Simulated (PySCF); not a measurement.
SMILES C[Si](O)(C)C#C at its PBE0/def2-SVP optimised geometry (Å):

```
14

C      1.2658    -1.0858     0.0097
C      0.0477    -1.0869     0.0000
Si    -1.8035    -1.0869     0.0000
C     -2.3753    -2.0095     1.5238
C     -2.4412    -1.8500    -1.5735
O     -2.3417     0.4956     0.0000
H      2.3417    -1.0850     0.0140
H     -1.9926    -1.5403     2.4436
H     -2.0188    -3.0516     1.5068
H     -3.4755    -2.0219     1.5775
H     -3.5417    -1.8180    -1.5960
H     -2.1236    -2.9003    -1.6610
H     -2.0637    -1.3005    -2.4488
H     -1.9294     1.0869     0.6361
```

Computed with PBE0/def2-TZVP in PySCF.

Map of the log10 of the electron density (e/bohr³), floored at −4 on the plane z = 0.6 Å:

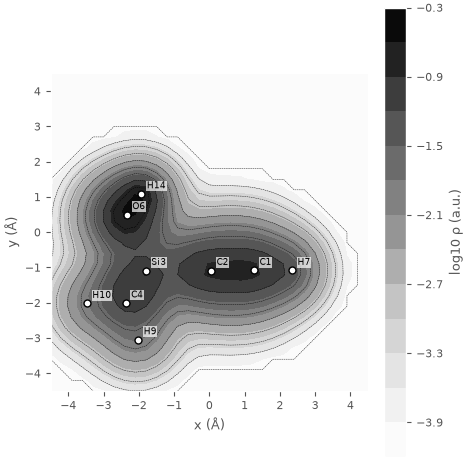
Fig. 1. Log10 of the electron density (e/bohr³), floored at −4 on the plane z = 0.6 Å.
